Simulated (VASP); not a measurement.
Band structure of PW (space group Pnma). Calculation: PBEsol GGA, VASP's PBE PAW potentials (set 64) (plane waves; VASP).

Unless said otherwise, spin-orbit coupling is left out, though it shifts the bands of the heavy elements here.

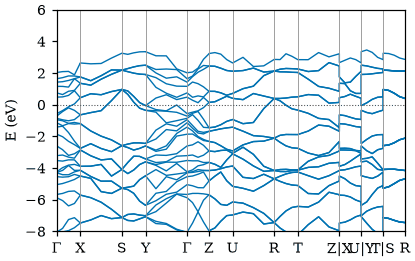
Figure: Bands along high-symmetry lines, zero at the valence-band maximum or, without a gap, the Fermi level

Q: Read the plot: is there a gap, and where are the band edges?

A: It has no gap at this level: it comes out as a metal or semimetal.

The structure comes from a computed database's PW entry (Pnma); how it stands against other phases isn't given here. The cell was not relaxed at this level. The k-mesh is coarse (spacing up to 0.36 per Å, 2π included), so the numbers may not be converged in it.
